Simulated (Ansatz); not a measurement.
Consider Ga₄SbAs₃.

Input

```
crystal:
  lattice:
    - [4.1484387831, 0.0, 0.0]
    - [0.0, 4.1484387831, 0.0]
    - [0.0, 0.0, 11.7292886457]
  atoms:
    - { symbol: Ga, position: [0.5, 0.0, 0.6385308367] }
    - { symbol: Ga, position: [0.0, 0.5, 0.8796445808] }
    - { symbol: Ga, position: [0.5, 0.0, 0.1203554192] }
    - { symbol: Ga, position: [0.0, 0.5, 0.3614691633] }
    - { symbol: Sb, position: [0.5, 0.5, 0.5] }
    - { symbol: As, position: [0.0, 0.0, 0.7590350813] }
    - { symbol: As, position: [0.5, 0.5, 0.0] }
    - { symbol: As, position: [0.0, 0.0, 0.2409649187] }
basis:
  ecutwfc: 420
kpoints:
  mp_grid: { grid: [10, 10, 4] }
  band_path:
    path:
      - [[0.0, 0.0, 0.0], [0.0, 0.5, 0.0], [0.5, 0.5, 0.0], [0.0, 0.0, 0.0], [0.0, 0.0, 0.5], [0.0, 0.5, 0.5], [0.5, 0.5, 0.5], [0.0, 0.0, 0.5]]
      - [[0.0, 0.5, 0.0], [0.0, 0.5, 0.5]]
      - [[0.5, 0.5, 0.0], [0.5, 0.5, 0.5]]
    npoints: 14
hamiltonian:
  xc: pbe
scf:
  occupations: { method: gaussian, width: 0.1 }
  n_extra_bands: 20
output:
  forces: true
  stress: true
  eigenvalues: true
  populations: true
  dos: { projected: true, de: 0.02, nscf_kmesh: { grid: [12, 12, 5] } }
  bader: true
  write_density: true
  write_potential: true
  elf: true
  volumetric_format: npy
```

Run with:

```sh
ansatz run input.yaml --threads 1 --pin off --max-ram 2560MiB --backend cpu --events-out ev --progress --plain --runs-dir out
```

Below, planes, directions and counts refer to the conventional cell (a = 4.15 Å, b = 4.15 Å, c = 11.73 Å, α = 90.00°, β = 90.00°, γ = 90.00°).

Space group P-4m2; a structure generated by program, which may or may not match a known phase.

Computed with DFT PBE, scalar-relativistic, plane waves, PAW (Ansatz).

### What will maps of the valence pseudo-density and electron localisation function show?

Ga–As (2.51 Å): ρ at the midpoint is about 0.45 e/Å³; the ELF peaks at about 0.80 between the atoms.
Ga–Sb (2.63 Å): the density is about 0.43 e/Å³ at the midpoint; the ELF peaks at about 0.70 between the atoms.
Bader's partition of the density gives Ga +0.49 to +0.66, Sb −0.34 and As −0.66 e.

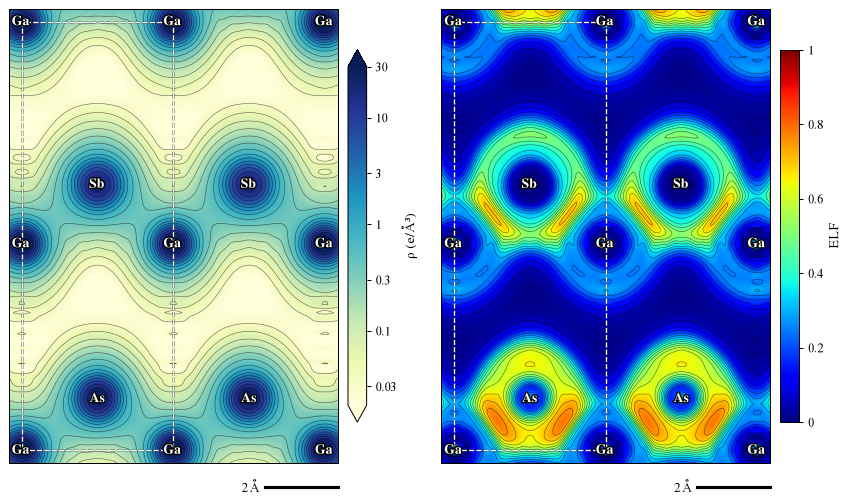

Computed valence pseudo-density and electron localisation function on the (010) plane of the conventional cell, in this order. 

The density is the valence pseudo-density of a PAW calculation; it isn't the true density close to the nuclei.
